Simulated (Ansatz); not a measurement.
## Electronic structure of Br₂Ge (charge +1, doublet) in real space

```yaml
atoms:
  - { symbol: Ge, position_ang: [-0.4903, 0.4274, 0.3317] }
  - { symbol: Br, position_ang: [1.4815, 0.0567, 1.3132] }
  - { symbol: Br, position_ang: [-0.9912, -0.4842, -1.6449] }
```

Geometry: r2SCAN-D4/def2-TZVP.

Level of theory: Ansatz 0.2.0, UKS PBE0-D4/def2-TZVP.

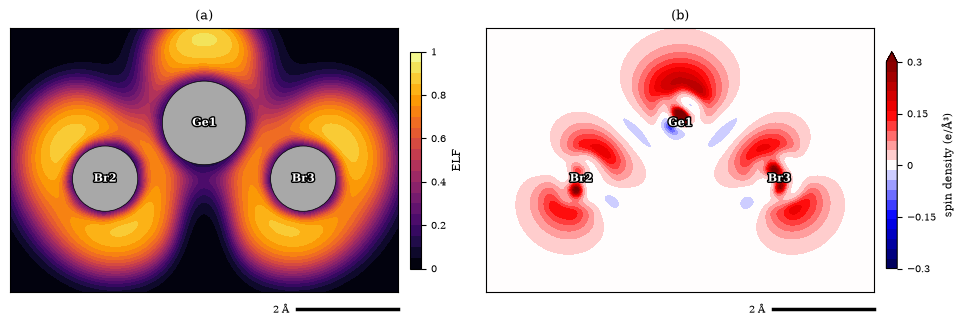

Figure 1. (a) ELF; (b) spin density on the molecular plane. Grey discs cover the atomic cores in the ELF map.

### Interpret the plot.

The plane passes through Ge and Br nuclei. Ge–Br (2.23 Å): the ELF peaks at about 0.70 in the valence shell of Br, 1.0 Å from its nucleus, and is about 0.70 at the midpoint. The ELF also peaks beside Br2 and Br3, away from the bonds: non-bonding electrons, paired or unpaired. The unpaired spin (1 electron) lies mostly on Ge1 (about 0.5), Br2 (about 0.3) and Br3 (about 0.3), in electrons by Hirshfeld's partition.

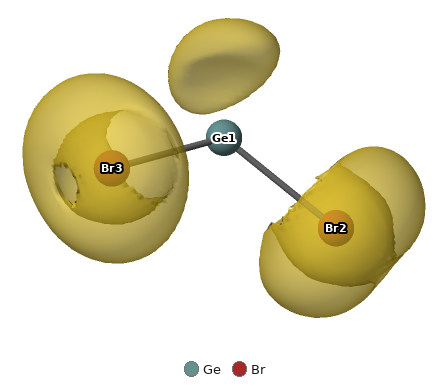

Figure 2. Isosurface of the electron localisation function at 0.75 (yellow), seen at a tilt. Only the valence region is drawn (cores and ρ < 0.01 e/Å³ removed).

### Describe the localisation domains.

The ELF exceeds this value in one lobe on Ge, pointing away from the bonds (non-bonding electrons) and two regions wrapped around Br (the valence shell of each).

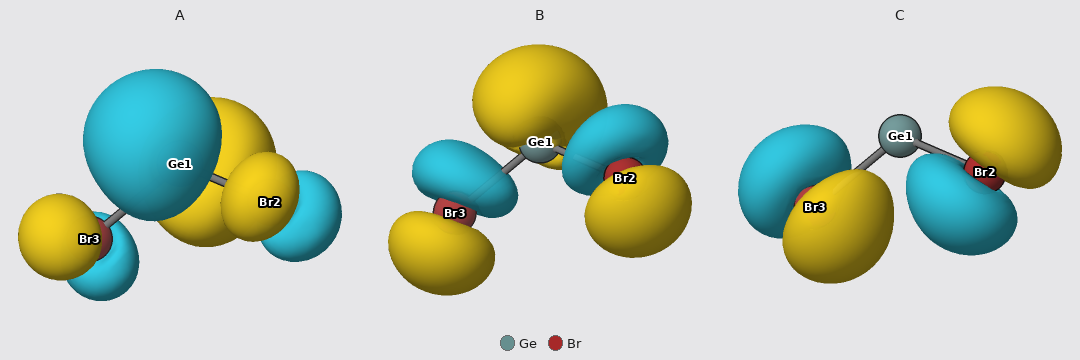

Figure 3. Three frontier orbitals at ±0.1 Å⁻³ᐟ² (yellow and cyan are the two phases), in no order.

### Order the three orbitals by energy and name them. All are α orbitals.

C is the HOMO−1 (α) (−14.68 eV). It lies mainly on Br2 (about 45 %) and Br3 (about 45 %); it is symmetric in the molecular plane (an in-plane orbital: σ, lone-pair or in-plane π type); largely a combination of lone pairs on Br2 and Br3. B is the HOMO (α) (−13.82 eV). It lies mainly on Ge1 (about 40 %), Br2 (about 30 %) and Br3 (about 30 %); it is symmetric in the molecular plane (an in-plane orbital: σ, lone-pair or in-plane π type). A is the LUMO (α) (−9.02 eV). Its weight (Hirshfeld) is mainly on Ge1 (about 70 %), Br2 (about 15 %) and Br3 (about 15 %); it changes sign across the molecular plane (π type).

### What is the gap between the highest occupied and lowest empty α orbitals?

4.80 eV between the orbital energies.

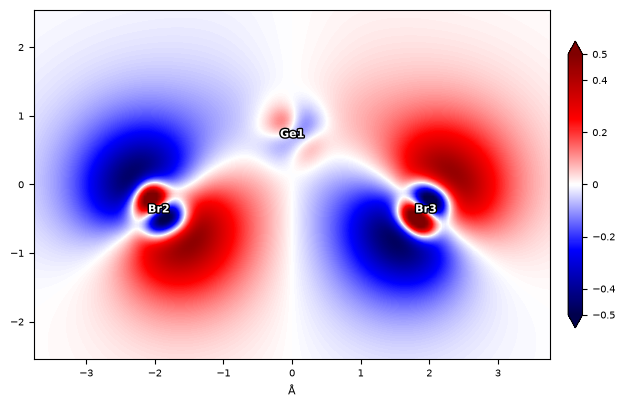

Figure 4. The HOMO (β) on the molecular plane (values in Å⁻³ᐟ²; the overall sign is arbitrary).

### Where does this orbital lie, and at what energy?

It lies mainly on Br2 (about 45 %) and Br3 (about 45 %); it is symmetric in the molecular plane (an in-plane orbital: σ, lone-pair or in-plane π type); largely a combination of lone pairs on Br2 and Br3. Its energy is −14.49 eV.
